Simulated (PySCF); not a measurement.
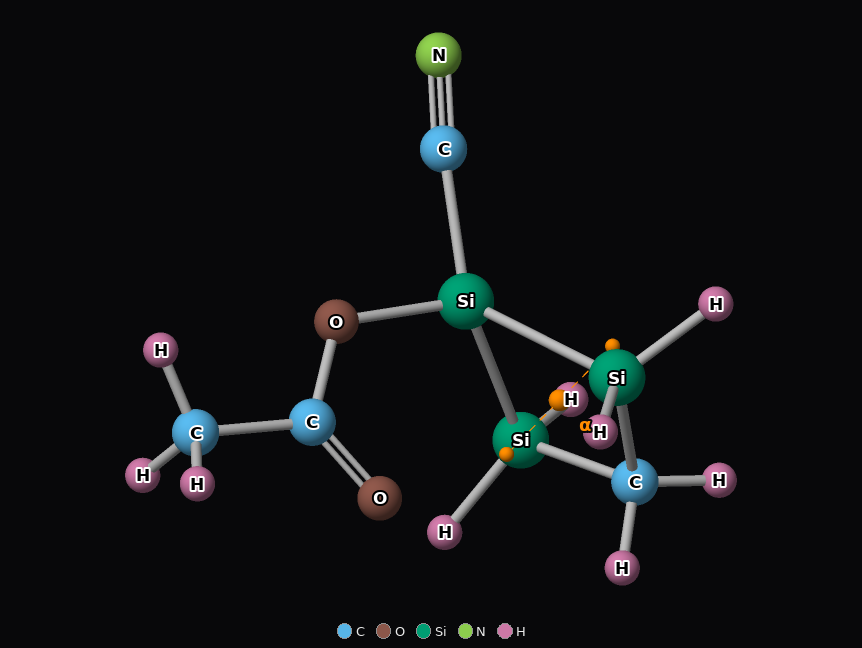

The small points mark where nucleus-independent chemical shifts (NICS) were computed: at the centre of each lettered ring and 1 Å above and below it. Computed geometry: GFN2-xTB optimisation. No frequency run is at hand to confirm it as a minimum. Properties computed with GIAO PBE0/pcSseg-1 NMR shielding, non-relativistic, gas phase (PySCF 2.14.0).

Give NICS(0), NICS(1) and the out-of-plane component NICS(1)zz for each ring (means of the two sides).

```csv
ring,members,NICS(0),NICS(1),NICS(1)zz
α,CSi3,1.0,−0.9,2.2
```

Values in ppm.

The geometry is semi-empirical. Around Si such bond lengths and angles can be off by a tenth of an ångström or more and by several degrees, and values that hang on the shape move with them.
